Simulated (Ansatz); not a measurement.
```xyz
12

F    -1.9585    0.6525    1.1661
F     1.2245   -3.1584    2.6679
Ga   -1.5198   -0.5302    2.4139
Ga    0.7883   -1.9768    1.4182
N    -1.1990   -2.1794    1.3297
N     0.4675   -0.3262    2.5003
H    -2.3333   -0.6331    3.7348
H    -1.6198   -2.1127    0.4023
H    -1.5105   -3.0596    1.7418
H     1.6036   -1.8760    0.0982
H     0.8891   -0.3910    3.4274
H     0.7777    0.5535    2.0864
```

Geometry: PBE0-D4/def2-SVP.

Theory: isolated molecule in a Gaussian basis; Kohn-Sham density functional theory, functional PBE0 in Ansatz.

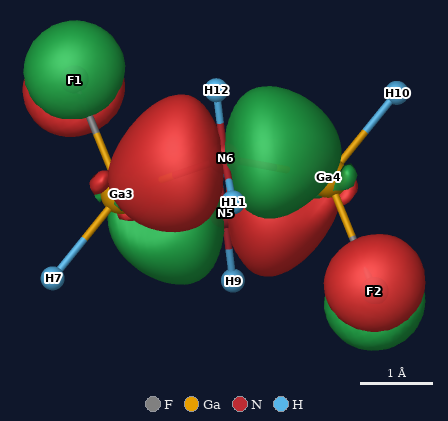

F2Ga2H6N2. The HOMO−1 at ±0.1 Å⁻³ᐟ² (green and red are the two phases), seen from one side.

Describe this orbital and give its energy.

Answer. Its weight (Hirshfeld) is mainly on N5 (about 25 %), N6 (about 25 %), F1 (about 15 %), F2 (about 15 %), Ga3 (about 5 %) and Ga4 (about 5 %); it is gerade (even under inversion); largely a combination of lone pairs on N5, N6, F1 and F2. Its energy is −9.48 eV.
